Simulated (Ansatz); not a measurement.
# Cd4S: a trial structure relaxed

Aim: relax a trial structure of Cd4S and see where it ends.

Method: DFT PBE, scalar-relativistic, plane waves, PAW, in Ansatz 0.2.0.

## 1. The system as given

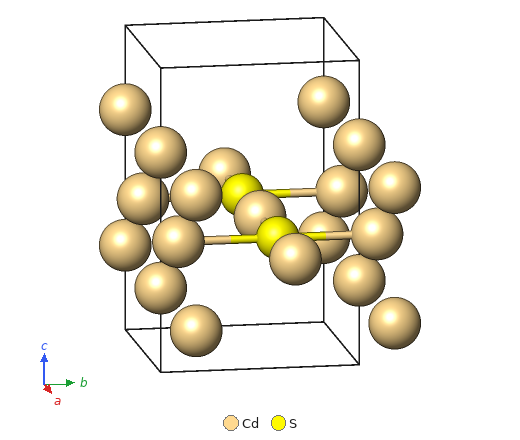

The starting structure, seen slightly off an axis (cadmium orange, sulfur yellow). 2×1×1 cells are drawn. Atoms on the faces are drawn again on the opposite ones.

Coordinates:

```
Cd S
1.0
     4.55130    0.00000    0.00000
     0.00000    4.55130    0.00000
     0.00000    0.00000    7.03310
Cd S
4 1
Direct
  0.00000 0.50000 0.50000
  0.50000 0.00000 0.50000
  0.00000 0.00000 0.27720
  0.00000 0.00000 0.72280
  0.50000 0.50000 0.50000
```

Recipe of the guess: random cell by space group and Wyckoff sites (P4/mmm, No. 123). The dimensions are guesses.

## 2. A first look at the guess

input.yaml

```yaml
crystal:
  lattice:
    - [4.55130156, 0.0, 0.0]
    - [0.0, 4.55130156, 0.0]
    - [0.0, 0.0, 7.03309968]
  atoms:
    - { symbol: Cd, position: [0.0, 0.5, 0.5] }
    - { symbol: Cd, position: [0.5, 0.0, 0.5] }
    - { symbol: Cd, position: [0.0, 0.0, 0.27719664] }
    - { symbol: Cd, position: [0.0, 0.0, 0.72280336] }
    - { symbol: S, position: [0.5, 0.5, 0.5] }
basis:
  ecutwfc: 420
kpoints:
  mp_grid: { grid: [4, 4, 4] }
hamiltonian:
  xc: pbe
scf:
  occupations: { method: gaussian, width: 0.1 }
  lower_state_search: "off"
output:
  forces: true
  stress: true
  eigenvalues: true
```

On the command line:

```console
> ansatz run input.yaml --threads 1 --pin off --max-ram 2560MiB --backend cpu --events-out ev --progress --plain --runs-dir out
```

Further runs follow: rough relaxation on the coarse mesh; full relaxation.

**Question.** What will these runs give? Wanted: conventional cell; volume; energy over the elements; gap on the mesh.

**Answer**, as computed:

```
                              quantity                                                                      value
symmetry at the end (tolerance 0.05 Å)                                               space group P4/mmm (No. 123)
                     conventional cell  a = 5.309 Å, b = 5.309 Å, c = 6.193 Å, α = 90.00°, β = 90.00°, γ = 90.00°
                                volume                                                              34.91 Å³/atom
              energy over the elements                                                              +0.12 eV/atom
                       gap on the mesh                                                               none (metal)
```

What this shows: The space group P4/mmm (No. 123) is kept, and the volume per atom grows by 19.8 % from the first guess. The formation energy is positive, so the separate elements lie lower. No finished test with a distortion of lower symmetry is shown, so the end may be a saddle point. The final runs have no spin polarisation, so no magnetic state was tried and one may lie lower.
